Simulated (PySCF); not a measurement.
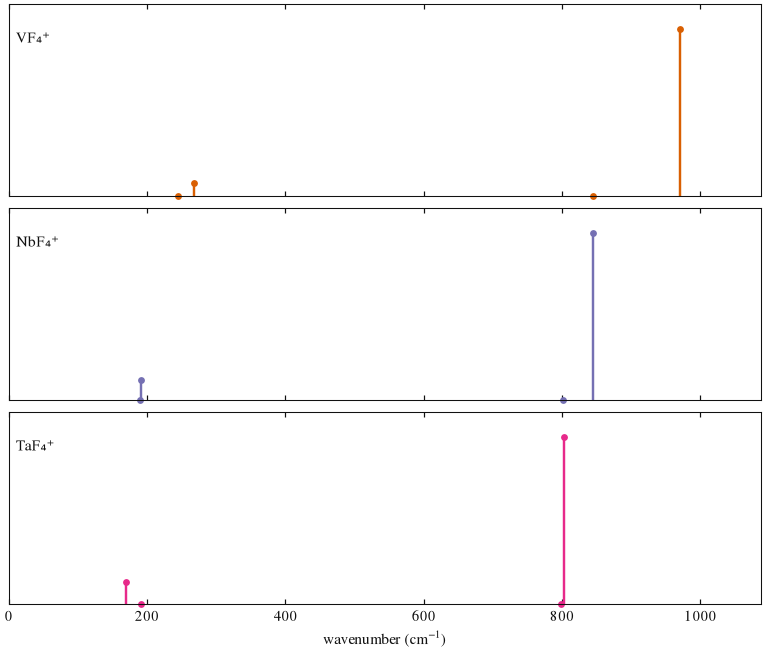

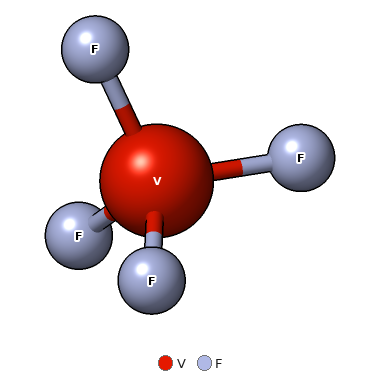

Harmonic infrared lines of VF₄⁺, NbF₄⁺ and TaF₄⁺, all Td singlets, each the lowest point that its search found (VF₄⁺ is drawn); the central atom changes down one group of the periodic table. PBE0/def2-SVP (core potentials past Kr), PySCF, unscaled, no spin-orbit coupling; each panel is scaled to its strongest line, degenerate modes are one line with their intensities summed, and dots on the axis are modes too weak to show or inactive.

How do the bond length and the stretches change along the series?

Mean bond length: VF₄⁺ 1.632, NbF₄⁺ 1.787, TaF₄⁺ 1.810 Å, rising down the group. Highest t2 mode: VF₄⁺ 971, NbF₄⁺ 844, TaF₄⁺ 803 cm⁻¹, falling down the group.

Caveats, for all or some of the runs: closed-shell stability not tested; double-zeta basis on some or all atoms; spin-orbit coupling is left out, and with Ta it can shift these values.
